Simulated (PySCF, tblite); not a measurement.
**C4H6F2SSi: geometry, infrared bands and NMR shifts**

Wanted: the infrared bands and NMR shifts of C4H6F2SSi (`F[C@@H]1C[Si@@H](F)CC1=S`), by calculation.

The runs use tblite 0.8.0 and PySCF 2.14.0, with density-fitted response routines of our own; the level of theory stands in each step. All values are computed, except where a source is named. Atoms are numbered from 0 throughout.

### 1 The starting structure

14 atoms, charge 0, multiplicity 1; geometry from: force field or distance geometry start.

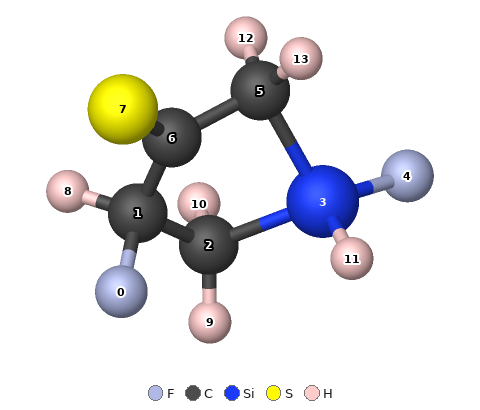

As it starts; fluorine light blue, carbon dark grey, silicon blue, sulfur yellow, hydrogen pink, atoms numbered.

### 2 Optimising the geometry with GFN2-xTB

Job settings and geometry (Å):

```
{"job": {"kind": "relax", "xc": "GFN2-xTB", "basis": "xTB"}, "charge": 0, "multiplicity": 1}
F     -1.328600     0.705800    -1.691800
C     -1.012100     0.707000    -0.335900
C      0.348700     1.282900    -0.234800
Si     1.393000    -0.274000    -0.193400
F      2.824800    -0.077600     0.644500
C      0.067500    -1.180800     0.821300
C     -1.102300    -0.682200     0.086800
S     -2.250400    -1.525300    -0.180900
H     -1.786700     1.312100     0.202600
H      0.636900     1.963400    -1.047700
H      0.473100     1.783400     0.753600
H      1.484800    -0.918800    -1.477900
H      0.058500    -0.825000     1.885600
H      0.192000    -2.271400     0.746000
```

Run with:

```
> OMP_NUM_THREADS=1 python probes_run.py task.json out
```

This one command runs all jobs of the session in turn.

Log:

```text
step      E/eV     max force
  0    -708.81007   12.280
  1    -709.41361    6.670
  2    -709.83637    3.236
  3    -709.96228    1.286
  4    -709.99011    0.461
  5    -710.02789    0.502
  6    -710.05488    0.525
  7    -710.06696    0.356
  8    -710.07788    0.306
  9    -710.08660    0.359
 10    -710.09618    0.387
 11    -710.10407    0.280
 12    -710.10994    0.210
 13    -710.11438    0.213
 14    -710.11849    0.205
 15    -710.12196    0.169
 16    -710.12420    0.128
 17    -710.12572    0.097
 18    -710.12717    0.103
 19    -710.12870    0.102
 20    -710.13011    0.090
 21    -710.13138    0.079
 22    -710.13277    0.106
 23    -710.13450    0.113
 24    -710.13634    0.109
 25    -710.13767    0.077
 26    -710.13844    0.060
 27    -710.13903    0.068
 28    -710.13970    0.071
 29    -710.14041    0.080
 30    -710.14113    0.080
 31    -710.14186    0.077
 32    -710.14264    0.070
 33    -710.14344    0.071
 34    -710.14418    0.075
 35    -710.14498    0.079
 36    -710.14607    0.100
 37    -710.14764    0.114
 38    -710.14939    0.103
 39    -710.15070    0.109
 40    -710.15151    0.095
 41    -710.15217    0.078
 42    -710.15295    0.067
 43    -710.15370    0.058
 44    -710.15420    0.044
 45    -710.15450    0.041
 46    -710.15478    0.053
 47    -710.15505    0.044
 48    -710.15523    0.032
 49    -710.15530    0.022
 50    -710.15535    0.021
 51    -710.15539    0.019
 52    -710.15547    0.019
 53    -710.15553    0.018
 54    -710.15558    0.016
 55    -710.15560    0.013
 56    -710.15562    0.015
 57    -710.15565    0.019
 58    -710.15569    0.018
 59    -710.15574    0.017
 60    -710.15580    0.020
 61    -710.15586    0.023
 62    -710.15595    0.037
 63    -710.15609    0.047
 64    -710.15630    0.045
 65    -710.15659    0.049
 66    -710.15695    0.057
 67    -710.15743    0.061
 68    -710.15812    0.119
 69    -710.15919    0.185
 70    -710.16065    0.198
 71    -710.16199    0.293
 72    -710.16135    0.209
 73    -710.16420    0.179
 74    -710.16374    0.341
 75    -710.16670    0.065
 76    -710.16834    0.130
 77    -710.17049    0.124
 78    -710.17533    0.429
 79    -710.17762    0.285
 80    -710.18310    0.328
 81    -710.18486    0.301
 82    -710.18732    0.134
 83    -710.19220    0.200
 84    -710.19365    0.764
 85    -710.20204    0.256
 86    -710.20935    0.204
 87    -710.21782    0.351
 88    -710.22312    0.282
 89    -710.22891    0.278
 90    -710.23361    0.372
 91    -710.24146    0.233
 92    -710.24780    0.612
 93    -710.25483    0.288
 94    -710.25957    0.204
 95    -710.26441    0.240
 96    -710.26930    0.211
 97    -710.27207    0.191
 98    -710.27334    0.079
 99    -710.27446    0.094
100    -710.27539    0.089
101    -710.27606    0.066
102    -710.27653    0.079
103    -710.27701    0.067
104    -710.27750    0.045
105    -710.27774    0.057
106    -710.27802    0.042
107    -710.27825    0.039
108    -710.27842    0.038
109    -710.27856    0.025
110    -710.27864    0.023
111    -710.27871    0.021
112    -710.27881    0.025
113    -710.27895    0.027
114    -710.27909    0.026
115    -710.27917    0.020
116    -710.27920    0.012
117    -710.27921    0.011
118    -710.27923    0.012
119    -710.27925    0.014
120    -710.27926    0.011
121    -710.27927    0.005
```

Run time: 1.5 s. Hardware: 1 thread of Arm Neoverse N1, shared host; peak memory 0.18 GiB.

The steps of the relaxation: (not every step is listed)

| step | energy from step 0 (eV) | largest force (eV/Å) |
| --- | --- | --- |
| 0 | 0.0000 | 12.2796 |
| 1 | -0.6035 | 6.6698 |
| 2 | -1.0263 | 3.2361 |
| 3 | -1.1522 | 1.2862 |
| 4 | -1.1800 | 0.4613 |
| 5 | -1.2178 | 0.5021 |
| 6 | -1.2448 | 0.5246 |
| 7 | -1.2569 | 0.3564 |
| 8 | -1.2678 | 0.3063 |
| 18 | -1.3171 | 0.1029 |
| 28 | -1.3296 | 0.0712 |
| 38 | -1.3393 | 0.1034 |
| 48 | -1.3452 | 0.0322 |
| 58 | -1.3456 | 0.0182 |
| 68 | -1.3481 | 0.1194 |
| 78 | -1.3653 | 0.4293 |
| 88 | -1.4130 | 0.2819 |
| 98 | -1.4633 | 0.0785 |
| 108 | -1.4683 | 0.0378 |
| 116 | -1.4691 | 0.0124 |
| 117 | -1.4691 | 0.0114 |
| 118 | -1.4692 | 0.0121 |
| 119 | -1.4692 | 0.0142 |
| 120 | -1.4692 | 0.0110 |
| 121 | -1.4692 | 0.0046 |

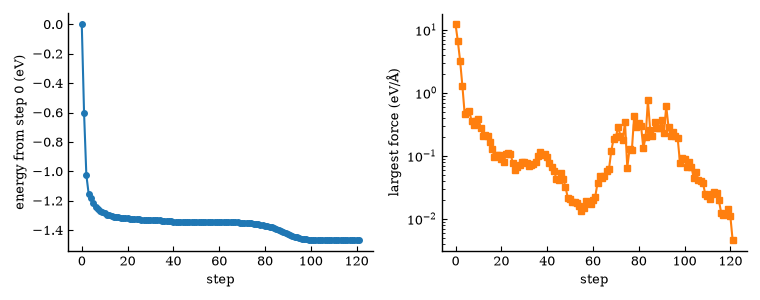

Energy and force, step by step.

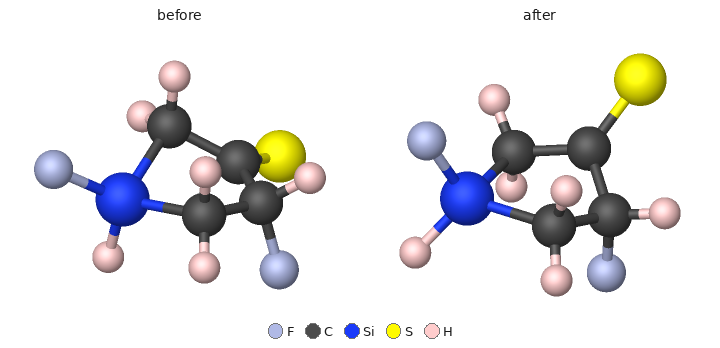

Before and after, at one scale.

Distances of close pairs at the start and the end, largest changes first:

| bond | before (Å) | after (Å) | change (Å) |
| --- | --- | --- | --- |
| C6–S7 | 1.449 | 1.617 | +0.168 |
| Si3–F4 | 1.671 | 1.613 | -0.057 |
| C1–C6 | 1.455 | 1.508 | +0.053 |
| C1–C2 | 1.481 | 1.531 | +0.050 |
| C5–H12 | 1.122 | 1.088 | -0.035 |
| C2–Si3 | 1.875 | 1.907 | +0.032 |
| C1–H8 | 1.121 | 1.094 | -0.027 |
| C2–H10 | 1.115 | 1.090 | -0.025 |

The final coordinates are the input of the step that follows.

### 3 Harmonic vibrations with GFN2-xTB

Job settings and geometry (Å):

```
{"job": {"kind": "ir", "xc": "GFN2-xTB", "basis": "xTB"}, "charge": 0, "multiplicity": 1}
F     -1.152096     0.094915    -1.760028
C     -1.069028     0.627774    -0.481345
C      0.302988     1.289034    -0.328350
Si     1.479286    -0.178881    -0.015154
F      2.352590     0.106503     1.310794
C      0.055256    -1.396401     0.379632
C     -1.115357    -0.496819     0.522740
S     -2.222543    -0.570597     1.699162
H     -1.911350     1.318689    -0.380211
H      0.514656     1.885257    -1.213389
H      0.278905     1.963715     0.527172
H      2.414036    -0.569543    -1.048446
H      0.176480    -2.033472     1.252874
H     -0.104503    -2.040647    -0.487618
```

Log:

```text
mode    cm-1     km/mol
  1      49.7      3.23
  2      80.9      3.93
  3     165.9     17.75
  4     184.7      5.76
  5     229.9      5.40
  6     272.0     10.60
  7     352.8      9.19
  8     378.9      7.30
  9     526.1      7.63
 10     559.4    108.97
 11     571.0      3.64
 12     620.4    100.67
 13     699.8     14.57
 14     733.6     42.46
 15     758.0     61.03
 16     765.1     76.38
 17     832.8    183.31
 18     859.2    126.46
 19     940.3    100.77
 20    1002.5      6.99
 21    1030.2     32.68
 22    1099.2     51.43
 23    1137.2     30.38
 24    1170.0     84.49
 25    1187.8      9.77
 26    1243.6     46.26
 27    1270.1      5.44
 28    1321.1     86.11
 29    1419.2     16.11
 30    1442.4     10.49
 31    2407.2    270.81
 32    2955.2     23.33
 33    2959.6      6.39
 34    3000.3     14.29
 35    3020.8      2.65
 36    3024.8     11.58
```

Wall time 0.89 s (1 thread of Arm Neoverse N1, shared host); peak memory 0.18 GiB.

Which atoms move in the most intense modes:

| cm⁻¹ | km/mol | atoms |
| --- | --- | --- |
| 559 | 109.0 | H11 85 % |
| 620 | 100.7 | H11 76 % |
| 833 | 183.3 | Si3 33 %, F4 31 %, C5 12 %, C1 12 % |
| 859 | 126.5 | C1 26 %, C5 17 %, Si3 14 % |
| 940 | 100.8 | C1 35 %, F0 26 %, H10 25 % |
| 1170 | 84.5 | C1 26 %, H10 25 %, H8 20 %, C2 15 % |
| 1321 | 86.1 | C6 43 %, H8 26 %, C1 11 % |
| 2407 | 270.8 | H11 97 % |

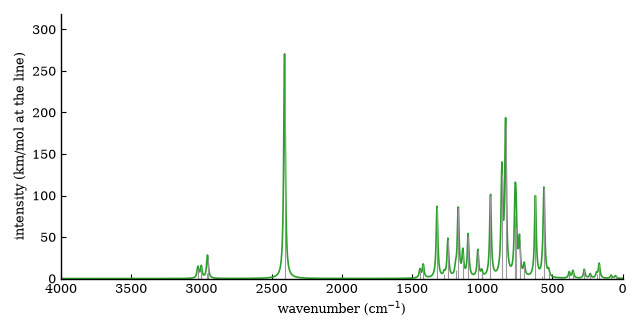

The infrared spectrum from these modes, unscaled. Lines are broadened to a width of 14 cm⁻¹ (Lorentzian).

### 4 Shielding tensors: PBE0/pcSseg-1

Settings changed since step 3:

```diff
@@ -1,2 +1,2 @@
-{"job": {"kind": "ir", "xc": "GFN2-xTB", "basis": "xTB"}, "charge": 0, "multiplicity": 1}
+{"job": {"kind": "nmr", "xc": "PBE0", "basis": "pcSseg-1"}, "charge": 0, "multiplicity": 1}
 F     -1.152096     0.094915    -1.760028
```

Level: GIAO PBE0/pcSseg-1 NMR shielding, non-relativistic, gas phase.

Log:

```text
coarse grid: 13488 points
cycle   1  E = -1042.5905559403  dE =  1.045e+00  |g| = 7.537e-01  |ddm| = 3.591e+00
cycle   2  E = -1042.4525273579  dE =  1.380e-01  |g| = 1.181e+00  |ddm| = 1.559e+00
cycle   3  E = -1042.6889226782  dE = -2.364e-01  |g| = 1.765e-01  |ddm| = 1.075e+00
cycle   4  E = -1042.6958909941  dE = -6.968e-03  |g| = 6.962e-02  |ddm| = 2.465e-01
cycle   5  E = -1042.6971021928  dE = -1.211e-03  |g| = 2.229e-02  |ddm| = 9.662e-02
cycle   6  E = -1042.6972101292  dE = -1.079e-04  |g| = 3.426e-03  |ddm| = 2.231e-02
cycle   7  E = -1042.6972124749  dE = -2.346e-06  |g| = 1.161e-03  |ddm| = 4.392e-03
final grid: 123944 points
cycle   8  E = -1042.7584518946  dE = -2.731e-05  |g| = 1.050e-02  |ddm| = 3.169e-02
cycle   9  E = -1042.7583781492  dE =  7.375e-05  |g| = 1.979e-02  |ddm| = 2.920e-02
cycle  10  E = -1042.7584776768  dE = -9.953e-05  |g| = 2.477e-03  |ddm| = 2.182e-02
cycle  11  E = -1042.7584791934  dE = -1.517e-06  |g| = 3.582e-04  |ddm| = 2.635e-03
cycle  12  E = -1042.7584792144  dE = -2.100e-08  |g| = 1.367e-04  |ddm| = 3.775e-04
cycle  13  E = -1042.7584792171  dE = -2.664e-09  |g| = 3.884e-05  |ddm| = 1.250e-04
cycle  14  E = -1042.7584792174  dE = -3.492e-10  |g| = 4.115e-06  |ddm| = 5.087e-05
converged SCF energy = -1042.7584792174

GIAO shielding tensors (ppm)
atom      isotropic    diamagn.    paramagn.     s11        s22        s33       span
  0 F      341.461     475.701    -134.240    284.392    368.566    371.424     87.032
  1 C       82.527     244.107    -161.579     65.606     76.635    105.341     39.735
  2 C      158.237     255.611     -97.373    143.412    150.478    180.823     37.411
  3 Si     321.493     876.084    -554.591    286.137    309.919    368.422     82.285
  4 F      371.282     466.323     -95.041    359.731    366.039    388.078     28.347
  5 C      143.363     254.287    -110.924    115.199    143.551    171.339     56.140
  6 C      -88.842     262.483    -351.325   -245.670   -148.059    127.203    372.872
  7 S     -562.254    1056.857   -1619.111  -1945.342   -354.316    612.894   2558.236
  8 H       26.400      30.789      -4.389     23.424     25.202     30.573      7.149
  9 H       29.789      29.846      -0.057     26.341     27.697     35.329      8.987
 10 H       30.260      30.647      -0.387     26.505     27.960     36.316      9.811
 11 H       25.963      27.617      -1.654     22.447     24.545     30.899      8.452
 12 H       28.433      30.219      -1.786     25.241     28.102     31.956      6.715
 13 H       28.556      29.531      -0.975     25.222     27.086     33.361      8.139
```

Run time: 57 s. Hardware: 1 thread of Arm Neoverse N1, shared host; peak memory 0.86 GiB.

The references, computed at this level on geometries of the same kind, shield at (ppm): 1H TMS 31.72, 13C TMS 186.9, 29Si TMS 349.2, 19F CFCl3 170.9, 33S CS2 504. Their shielding less the atom's gives the shift. The references are single molecules in the gas phase, so shifts against H2O, NH3, PH3, H3PO4 or CFCl3 are not on the usual liquid scales and can be off by tens of ppm.

| atoms | environment | σ (ppm) | δ (ppm) | δ scaled to CDCl3 |
| --- | --- | --- | --- | --- |
| C6 | thiocarbonyl carbon | -88.8 | 275.8 | 262.8 |
| C1 | sp3 CH bonded to F | 82.5 | 104.4 | 100.0 |
| C5 | sp3 CH2 bonded to Si | 143.4 | 43.6 | 40.6 |
| C2 | sp3 CH2 bonded to Si | 158.2 | 28.7 | 26.1 |
| H11 | hydrogen on a silicon bonded to 2 C, F, in a 5-membered ring | 25.96 | 5.75 | – |
| H8 | hydrogen on an sp3 CH bonded to F | 26.40 | 5.32 | 5.12 |
| H12 | hydrogen on an sp3 CH2 bonded to Si | 28.43 | 3.28 | 3.20 |
| H13 | hydrogen on an sp3 CH2 bonded to Si | 28.56 | 3.16 | 3.08 |
| H9 | hydrogen on an sp3 CH2 bonded to Si | 29.79 | 1.93 | 1.92 |
| H10 | hydrogen on an sp3 CH2 bonded to Si | 30.26 | 1.46 | 1.48 |
| F0 | fluorine on an sp3 carbon | 341.5 | -170.5 | – |
| F4 | fluorine bonded to Si | 371.3 | -200.3 | – |
| Si3 | silicon bonded to 2 C, F, H, in a 5-membered ring | 321.5 | 27.7 | – |
| S7 | thione sulfur | -562 | 1066 | – |

The scaled column applies a straight-line fit of computed shieldings to shifts measured in CDCl3, with any fitted terms for Cl, Br or S neighbours, and one for carbons that bear F (root-mean-square error 0.16 ppm for H, 1.9 ppm for C).

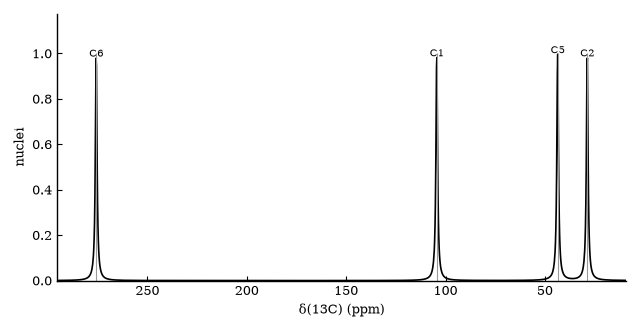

13C lines at the computed shifts, without couplings. Lines are broadened to a width of 0.99 ppm (Lorentzian).

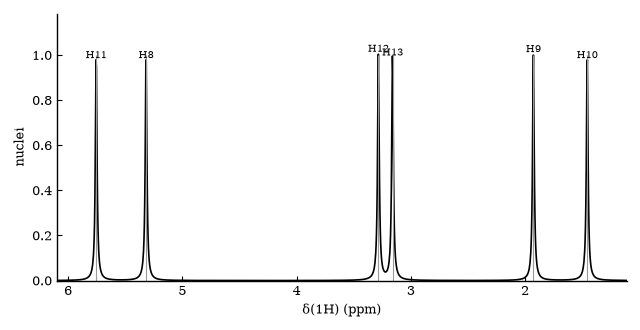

1H lines at the computed shifts, without couplings. Lines are broadened to a width of 0.02 ppm (Lorentzian).

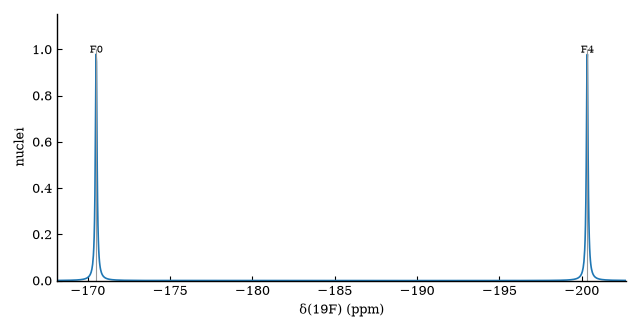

19F lines at the computed shifts, without couplings. Lines are broadened to a width of 0.12 ppm (Lorentzian).

The run also stored atomic charges by several schemes (e):

| atoms | Mulliken | IAO | Hirshfeld | ESP fit |
| --- | --- | --- | --- | --- |
| F0 | -0.33 | -0.33 | -0.11 | -0.26 |
| C1 | 0.25 | 0.17 | 0.06 | 0.38 |
| C2 | -0.54 | -0.59 | -0.17 | -0.44 |
| Si3 | 1.10 | 1.22 | 0.47 | 0.71 |
| F4 | -0.42 | -0.53 | -0.20 | -0.31 |
| C5 | -0.43 | -0.59 | -0.17 | -0.30 |
| C6 | -0.34 | -0.05 | 0.04 | 0.00 |
| S7 | -0.01 | -0.05 | -0.10 | -0.17 |

Mulliken charges:

F0 -0.33; C1 0.25; C2 -0.54; Si3 1.10; F4 -0.42; C5 -0.43; C6 -0.34; S7 -0.01; H8 0.12; H9 0.16; H10 0.17; H11 -0.10; H12 0.17; H13 0.19

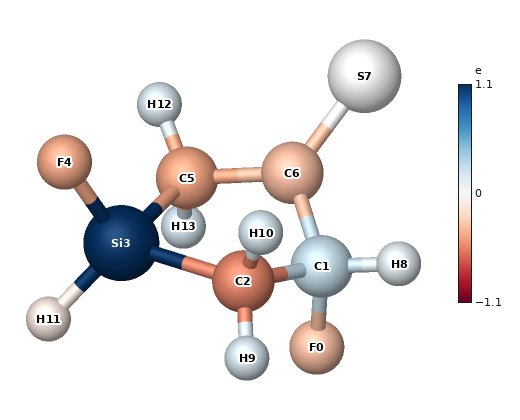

Mulliken charges, as colours on the atoms.

Mayer bond orders: F0–C1 0.87, C1–C2 1.00, C2–Si3 0.89, Si3–F4 0.95, Si3–C5 0.85, C5–C6 0.99, C6–S7 1.92, C6–C1 0.93.

Ring of atoms C1, C2, Si3, C5, C6: NICS(0) 0.7, NICS(1) -2.5, NICS(1)zz 0.1 ppm (means of both faces; NICS(1) differs between them: -4.1 and -0.9).

### 5 What came out

| quantity | value |
| --- | --- |
| strongest single infrared mode (GFN2-xTB) | 2407 cm⁻¹, 271 km/mol |
| zero-point energy (GFN2-xTB) | 57.6 kcal/mol |
| 13C shifts against TMS (PBE0/pcSseg-1) | 275.8, 104.4, 43.6, 28.7 ppm |
| 1H shifts against TMS (PBE0/pcSseg-1) | 5.75, 5.32, 3.28, 3.16, 1.93, 1.46 ppm |
| 19F shifts against CFCl3 (PBE0/pcSseg-1) | -170.5, -200.3 ppm |
| 29Si shifts against TMS (PBE0/pcSseg-1) | 27.7 ppm |
| 33S shifts against CS2 (PBE0/pcSseg-1) | 1066 ppm |

Over 121 steps the energy fell by 1.469 eV; of the close pairs, C6–S7 changed most, 1.449 to 1.617 Å. No mode is imaginary among the 36: a minimum at this level. The strongest single mode, at 2407 cm⁻¹, moves mainly H11. Unscaled tight-binding wavenumbers are off by several per cent, some by more. Its intensities can rank the bands wrongly. The most deshielded carbon is C6 (thiocarbonyl carbon), at 275.8 ppm: the small n→π* gap of C=S deshields it strongly. At PBE0/pcSseg-1: The widest tensor belongs to S7: span 2558 ppm, with a paramagnetic part of -1619 ppm.
